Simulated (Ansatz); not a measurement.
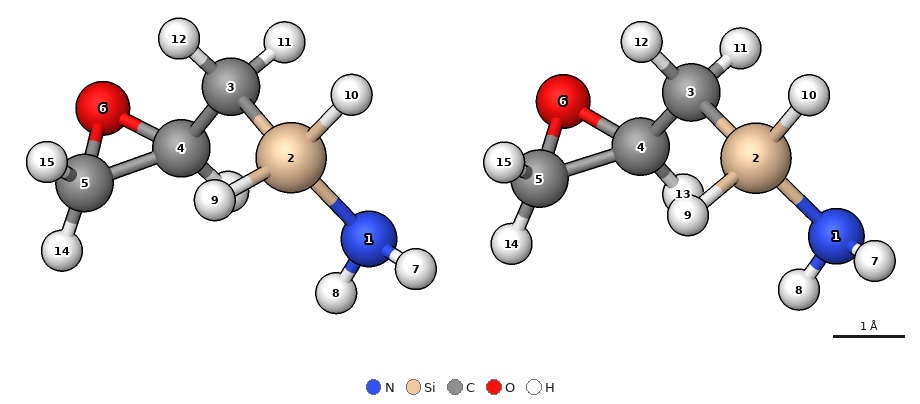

Two geometries of C₃H₉NOSi, drawn at one scale. One is the start of a relaxation, the other its converged end. Style: ball-and-stick. Shown at a tilt.

Level of theory: RKS PBE-D4/cc-pVDZ (Ansatz 0.2.0). (no spin polarisation; force threshold 0.015 eV/Å; at most 40 steps)

**Which of the two is the end point?**

The left one is the relaxed one. The run prepares an end point of a later path (torsion) calculation, from a guessed geometry. The atom that moves furthest after the best rigid fit is H9 (0.31 Å). Largest moves by element: H 0.31 Å, N 0.15 Å, O 0.11 Å, Si 0.10 Å, C 0.10 Å. Some distances before and after: C3–C4 1.400 → 1.510 Å, N1–Si2 1.700 → 1.774 Å, N1–H7 0.965 → 1.028 Å, C4–H13 1.160 → 1.108 Å. Bond angles that change, for instance: N1–Si2–H9 105.8° → 115.8°, Si2–N1–H8 106.3° → 114.4°, N1–Si2–C3 113.8° → 108.4°. Over 9 geometry steps the energy falls by 0.657 eV. Largest force component: 5.5 eV/Å at the start, 0.012 eV/Å at the end.
